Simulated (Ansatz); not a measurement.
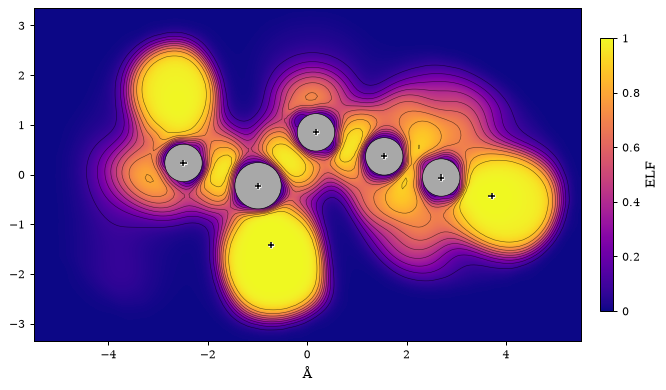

The ELF on a plane through atoms (crosses mark nuclei in the plane; grey discs cover the cores).

Level of theory: RKS PBE/def2-SVP in Ansatz.

Candidates:
A. C2H8N2
B. CH3BrClNOSi
C. C4H8B2

### Which candidate gave the map?

Candidate C: C4H8B2 on the plane of atoms B3, C4 and C5, which holds C, B and H. C–C (1.22 Å): the ELF peaks at about 0.85 between the atoms: a multiple bond. C–B (1.57 Å): the ELF peaks at about 0.95 between the atoms (a covalent bond).
